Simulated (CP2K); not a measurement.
# C2H2ClF (1-chloro-2-fluoroethene) at PM6

Aim: the energy change on altering one bond length of C2H2ClF (1-chloro-2-fluoroethene) at PM6, from 2 runs. 

The calculation is run with CP2K 2026.2.

2 further runs of the same task are left out: 2 set aside as unsound or not needed.

## Step 1: The structure to begin with

C2H2ClF: 6 atoms, total charge 0, spin state singlet. SMILES: `F/C=C/Cl`. The shape is that of a GFN2-xTB optimisation.

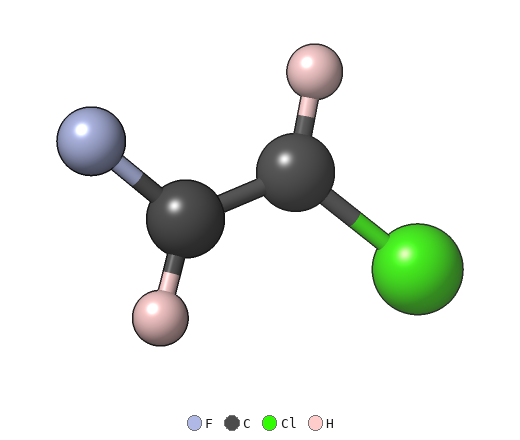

Viewed from a chosen angle; fluorine light blue, carbon dark grey, chlorine green, hydrogen pink.

## Step 2: Energy and forces at PM6

The input, run.inp:

```
&GLOBAL
   PROJECT run
   RUN_TYPE ENERGY_FORCE
   PRINT_LEVEL MEDIUM
&END
&FORCE_EVAL
   METHOD QUICKSTEP
   &DFT
      CHARGE 0
      MULTIPLICITY 1
      &QS
         METHOD PM6
         EPS_DEFAULT 1.0E-10
         &SE
            &COULOMB
               CUTOFF [angstrom] 50
               RC_RANGE [angstrom] 0
            &END
            &EXCHANGE
               CUTOFF [angstrom] 50
               RC_RANGE [angstrom] 0
            &END
         &END
      &END
      &POISSON
         PERIODIC NONE
         POISSON_SOLVER ANALYTIC
      &END
      # self-consistent field
      &SCF
         SCF_GUESS ATOMIC
         EPS_SCF 1.0E-07
         MAX_SCF 100
         ADDED_MOS 2
         &DIAGONALIZATION
            ALGORITHM STANDARD
         &END
         &MIXING
            METHOD DIRECT_P_MIXING
            ALPHA 0.4
         &END
      &END
      # extra output
      &PRINT
         &MOMENTS
            PERIODIC F
            REFERENCE COM
            MAX_MOMENT 1
         &END
         &MO ON
            ENERGIES T
            OCCUPATION_NUMBERS T
            NDIGITS 6
            &EACH
               QS_SCF 0
            &END
            ADD_LAST NUMERIC
         &END
         &HIRSHFELD OFF
         &END
      &END
   &END
   &SUBSYS
      &CELL
         ABC [angstrom] 13.7 11.1 12.6
         PERIODIC NONE
      &END
      &COORD
         F      1.746810    -0.161080     0.474120
         C      0.616750    -0.186650    -0.242630
         C     -0.530040     0.188270     0.297240
         Cl    -1.988630     0.166630    -0.593510
         H      0.768360    -0.532950    -1.253600
         H     -0.613250     0.525780     1.318380
      &END
      &TOPOLOGY
         &CENTER_COORDINATES
         &END
      &END
   &END
   # extra output
   &PRINT
      &FORCES ON
      &END
   &END
&END
```

Launch:

```bash
$ OMP_NUM_THREADS=1 cp2k.psmp run.inp > run.out
```

What it wrote:

```text
CP2K| version string:                                       CP2K version 2026.2
[...]
 GLOBAL| Method name                                                        CP2K
[...]
 GLOBAL| Run type                                                   ENERGY_FORCE
[...]
                             - Atoms:                                          6
[...]
                             - Spherical basis functions:                     23
[...]
 Number of electrons:                                                         24
[...]
     1 P_Mix/Diag. 0.40E+00    0.0     0.81479206       -32.4931034252 -3.25E+01
[...]
    20 DIIS/Diag.  0.76E-07    0.0     0.00000008       -36.6417571200 -4.97E-14
  *** SCF run converged in    20 steps ***
  Core-core repulsion energy [eV]:                           1340.82360574534437
  Core Hamiltonian energy [eV]:                             -1622.62120211889214
  Two-electron integral energy [eV]:                        -1430.55064359508924
  Electronic energy [eV]:                                   -2337.89652391643676
  Total energy [eV]:                                         -997.07291817109217
  Atomic reference energy [eV]:                               995.38000427930081
  Heat of formation [kcal/mol]:                               -39.03952487003717
[...]
 SE_DIPOLE| Moment [Debye]         -0.03441785       0.07847137       0.22868110
 SE_DIPOLE| Derivative [a.u.]       0.00000000       0.00000000       0.00000000
 ENERGY| Total FORCE_EVAL ( QS ) energy [hartree]            -36.641757120002502
 FORCES| Atomic forces [hartree/bohr]
 FORCES|   Atom     x               y               z               |f|
 FORCES|      1 -3.82756780E-03  5.13800807E-04 -4.81973044E-04   3.89185875E-03
 FORCES|      2  1.21564475E-02 -5.68317737E-03 -1.12560114E-02   1.75150083E-02
 FORCES|      3 -6.35933649E-03  4.31607101E-03  1.00946510E-02   1.26874587E-02
 FORCES|      4 -9.48163406E-04 -3.29699386E-04 -1.56453903E-03   1.85889696E-03
 FORCES|      5  3.92584654E-03 -1.98035005E-03 -4.01344855E-03   5.95330384E-03
 FORCES|      6 -4.94722634E-03  3.16335499E-03  7.22132102E-03   9.30748841E-03
 FORCES| Sum    -1.02695630E-15  1.11022302E-16  1.11022302E-16
 FORCES| Total atomic force                                       1.03888938E-15
[...]
```

Run time: 0.82 s. Hardware: 1 thread of Intel Xeon 6975P-C (Granite Rapids), shared host; peak memory 0.19 GiB.

## Step 3: The distorted shape at the same level

The input, job.inp:

```
&GLOBAL
    PROJECT job
    RUN_TYPE ENERGY_FORCE
    PRINT_LEVEL MEDIUM
&END GLOBAL

&FORCE_EVAL
    METHOD QS
    &DFT
        &QS
            METHOD PM6
            EPS_DEFAULT 1.0E-10
            &SE
                &COULOMB
                    CUTOFF [angstrom] 50
                    RC_RANGE [angstrom] 0
                &END COULOMB
                &EXCHANGE
                    CUTOFF [angstrom] 50
                    RC_RANGE [angstrom] 0
                &END EXCHANGE
            &END SE
        &END QS
        &POISSON
            PERIODIC NONE
            POISSON_SOLVER ANALYTIC
        &END POISSON
        &SCF
            SCF_GUESS ATOMIC
            EPS_SCF 1.0E-07
            MAX_SCF 100
            ADDED_MOS 2
            &DIAGONALIZATION
                ALGORITHM STANDARD
            &END DIAGONALIZATION
            &MIXING
                METHOD DIRECT_P_MIXING
                ALPHA 0.4
            &END MIXING
        &END SCF
        &PRINT
            &MOMENTS
                PERIODIC F
                REFERENCE COM
                MAX_MOMENT 1
            &END MOMENTS
            &MO ON
                ENERGIES T
                OCCUPATION_NUMBERS T
                NDIGITS 6
                &EACH
                    QS_SCF 0
                &END EACH
                ADD_LAST NUMERIC
            &END MO
            &HIRSHFELD OFF
            &END HIRSHFELD
        &END PRINT
    &END DFT
    &SUBSYS
        &CELL
            ABC 13.7 11.1 12.8
            PERIODIC NONE
        &END CELL
        &COORD
            F      1.763450    -0.228575     0.269914
            C      0.633390    -0.254145    -0.446836
            C     -0.513400     0.120775     0.093034
            Cl    -1.971990     0.099135    -0.797716
            H      0.785000    -0.600445    -1.457806
            H     -0.613250     0.525780     1.318380
        &END COORD
        &TOPOLOGY
            &CENTER_COORDINATES
            &END CENTER_COORDINATES
        &END TOPOLOGY
    &END SUBSYS
    &PRINT
        &FORCES ON
        &END FORCES
    &END PRINT
&END FORCE_EVAL
```

Launch:

```bash
$ OMP_NUM_THREADS=1 cp2k.psmp -i job.inp > job.out 2>&1
```

What it wrote:

```text
CP2K| version string:                                       CP2K version 2026.2
[...]
 GLOBAL| Method name                                                        CP2K
[...]
 GLOBAL| Run type                                                   ENERGY_FORCE
[...]
                             - Atoms:                                          6
[...]
                             - Spherical basis functions:                     23
[...]
 Number of electrons:                                                         24
[...]
     1 P_Mix/Diag. 0.40E+00    0.0     0.81746683       -32.5859199212 -3.26E+01
[...]
    20 DIIS/Diag.  0.75E-07    0.0     0.00000008       -36.6258247901 -8.53E-14
  *** SCF run converged in    20 steps ***
  Core-core repulsion energy [eV]:                           1329.36528834213664
  Core Hamiltonian energy [eV]:                             -1621.70662525514831
  Two-electron integral energy [eV]:                        -1408.59608102651214
  Electronic energy [eV]:                                   -2326.00466576840427
  Total energy [eV]:                                         -996.63937742626774
  Atomic reference energy [eV]:                               995.38000427930081
  Heat of formation [kcal/mol]:                               -29.04183699482015
[...]
 SE_DIPOLE| Moment [Debye]          0.06644809      -0.05582820      -0.13945609
 SE_DIPOLE| Derivative [a.u.]       0.00000000       0.00000000       0.00000000
 ENERGY| Total FORCE_EVAL ( QS ) energy [hartree]            -36.625824790095685
 FORCES| Atomic forces [hartree/bohr]
 FORCES|   Atom     x               y               z               |f|
 FORCES|      1 -3.56879290E-03  6.32378298E-04  3.83234321E-05   3.62459015E-03
 FORCES|      2  4.32167079E-03 -1.47402349E-03 -2.35084702E-03   5.13576337E-03
 FORCES|      3 -1.19882692E-02  2.55846148E-02  7.42245101E-02   7.94202053E-02
 FORCES|      4  4.13729652E-03  9.80650251E-04  5.44916193E-03   6.91174820E-03
 FORCES|      5  3.58105393E-03 -1.79435809E-03 -3.61992897E-03   5.39884747E-03
 FORCES|      6  3.51704086E-03 -2.39292618E-02 -7.37412194E-02   7.76063566E-02
 FORCES| Sum     5.55111512E-16 -8.32667268E-17  2.22044605E-16
 FORCES| Total atomic force                                       6.03643890E-16
[...]
```

It took 0.84 s on 1 thread of Intel Xeon 6975P-C (Granite Rapids), shared host; peak memory 0.19 GiB.

## Step 4: What came out

At PM6:

| quantity | value |
| --- | --- |
| first shape: total energy | -36.64176 Eh |
| first shape: dipole moment | 0.24 D |
| first shape: HOMO energy | -10.27 eV |
| first shape: LUMO energy | 0.13 eV |
| first shape: HOMO–LUMO gap | 10.40 eV |
| first shape: heat of formation at this unrelaxed shape | -39.0 kcal/mol |
| first shape: largest force on an atom | 0.901 eV/Å |
| distorted shape: total energy | -36.62582 Eh |
| distorted shape: dipole moment | 0.16 D |
| distorted shape: HOMO energy | -10.16 eV |
| distorted shape: LUMO energy | 0.29 eV |
| distorted shape: HOMO–LUMO gap | 10.45 eV |
| distorted shape: heat of formation at this unrelaxed shape | -29.0 kcal/mol |
| distorted shape: largest force on an atom | 4.084 eV/Å |
| energy change with the C3–H6 bond stretched from 1.079 to 1.294 Å | 0.434 eV |

In words: With the C3–H6 bond stretched from 1.079 to 1.294 Å the energy rises by 0.43 eV (10.0 kcal/mol). The first shape isn't relaxed at this level, so the change isn't measured from a minimum. The largest force (first shape) is 0.90 eV/Å: the shape isn't a stationary point for this species at this level.
